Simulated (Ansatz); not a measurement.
Convergence study of the plane-wave cutoff for Na₂H₄Pd (I4mm, 7 atoms in the cell)

```yaml
crystal:
  lattice:
    - [-2.65012, 2.65012, 3.25943]
    - [2.65012, -2.65012, 3.25943]
    - [2.65012, 2.65012, -3.25943]
  atoms:
    - { symbol: Na, position: [0.75000, 0.25000, 0.50000] }
    - { symbol: Na, position: [0.25000, 0.75000, 0.50000] }
    - { symbol: H, position: [0.22018, 0.22018, 0.44036] }
    - { symbol: H, position: [0.77982, 0.77982, 0.55964] }
    - { symbol: H, position: [0.22018, 0.77982, 0.00000] }
    - { symbol: H, position: [0.77982, 0.22018, 0.00000] }
    - { symbol: Pd, position: [0.00767, 0.00767, 0.00000] }
```

Method: LDA (PW92), default PAW files made with PBE (plane waves; Ansatz, a first-principles code).

Base settings: basis.ecutwfc = 420 eV; kpoints.mp_grid.grid = 7 7 7; hamiltonian.xc = lda; hamiltonian.pseudopotentials = {kind: paw} (the program's default PAW files); scf.occupations.method = fixed.

The second cell is the first with its lattice scaled by 0.98.

The mesh stays at the base's, so the ladder's end is converged at best in this setting alone.

The first pressure column holds Ansatz's estimate of the finite-basis (Pulay) stress, which hides part of the cutoff error; the other is without it.

Only quantities that move along the ladder and can be compared are tabulated.

The count of work is k-points × plane waves × bands × iterations; it is no time. 

The starting cell comes from a database of computed structures (which also holds hypothetical and non-ambient phases and stackings), without a prior relaxation at this level. Its lattice was rescaled by up to half a per cent. One atom was moved a little off its site on purpose.

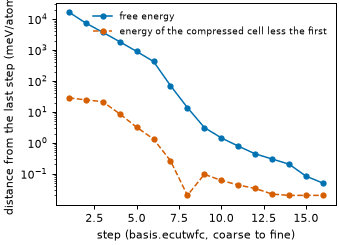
Fig. 1. Distance from the last step along the ladder; very small values are drawn at a floor.

| basis.ecutwfc | free energy less the last step's (meV/atom) | energy of the compressed cell less the first (meV/atom) | pressure (GPa) | pressure without the Pulay estimate (GPa) | largest difference of a force vector from the last step's (eV/Å) | count of work / last |
|---|---|---|---|---|---|---|
| 145 eV | 16818.08 | -33.55 | -8.71 | -650.99 | 0.456 | 0.070 |
| 170 eV | 7436.31 | -29.65 | 0.91 | -344.76 | 0.817 | 0.080 |
| 190 eV | 3748.81 | 16.25 | 1.38 | -200.08 | 0.670 | 0.094 |
| 210 eV | 1862.60 | 3.56 | -0.74 | -114.41 | 0.427 | 0.094 |
| 230 eV | 901.47 | -1.90 | -1.62 | -64.04 | 0.218 | 0.13 |
| 250 eV | 426.18 | -3.78 | -2.34 | -35.42 | 0.087 | 0.13 |
| 295 eV | 70.71 | -4.84 | -2.43 | -9.46 | 0.002 | 0.16 |
| 335 eV | 13.75 | -5.09 | -2.42 | -3.90 | 0.000 | 0.20 |
| 380 eV | 3.12 | -5.01 | -2.41 | -2.65 | 0.002 | 0.24 |
| 420 eV | 1.45 | -5.04 | -2.41 | -2.49 | 0.003 | 0.27 |
| 460 eV | 0.78 | -5.06 | -2.41 | -2.46 | 0.002 | 0.31 |
| 505 eV | 0.44 | -5.07 | -2.42 | -2.43 | 0.001 | 0.36 |
| 565 eV | 0.30 | -5.08 | -2.42 | -2.42 | 0.001 | 0.42 |
| 630 eV | 0.21 | -5.09 | -2.42 | -2.43 | 0.001 | 0.50 |
| 735 eV | 0.08 | -5.10 | -2.42 | -2.43 | 0.000 | 0.61 |
| 840 eV | 0.04 | -5.10 | -2.42 | -2.42 | 0.000 | 0.76 |
| 1010 eV | 0.00 | -5.10 | -2.42 | -2.42 | 0.000 | 1.0 |

Coarsest basis.ecutwfc that holds the free energy within 2 meV/atom of the last step, with all finer ones: 420 eV, at 0.27 of the last step's count of work; the step before is off by 3.1 meV/atom.

Coarsest basis.ecutwfc that holds the forces within 0.005 eV/Å of the last step, with all finer ones: 295 eV, at 0.16 of the last step's count of work; the step before is off by 0.087 eV/Å.

Coarsest basis.ecutwfc that holds the pressure within 0.5 GPa of the last step, with all finer ones: 250 eV, at 0.13 of the last step's count of work; the step before is off by 0.80 GPa.

The energy difference between the two cells stays within 1 meV/atom of the last step's from 295 eV on, the total only from 460 eV on: much of the error is common to both cells and cancels.

At the lowest cutoff the pressure without the Pulay estimate lies 649 GPa under the last step's, the usual sign of Pulay stress in an incomplete plane-wave basis.

Keys are those of Ansatz 0.2.
